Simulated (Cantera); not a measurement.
A closed system holds: 1 mol MgCO3, 0.4 mol CO2, 0.88 mol O2, at 2098.15 K.

Equilibrium computed with Cantera from the NASA thermochemical tables; the gas is ideal and each condensed phase is pure. Candidate condensed phases: C, Mg, MgCO3, MgO; 15 gas species. Kinetics and transport are ignored.

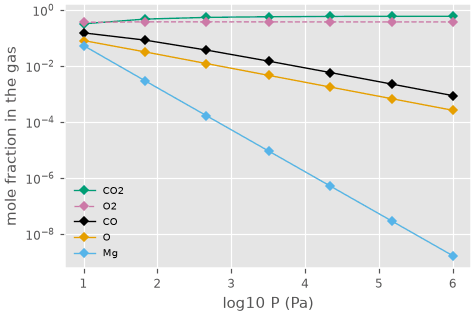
*Equilibrium gas composition (values under 1e-9 drawn at 1e-9)*

From 10.0 Pa to 10.0 bar the condensed part is MgO(s). The main Mg-bearing gas is Mg at 10.0 Pa and MgO at 10.0 bar.
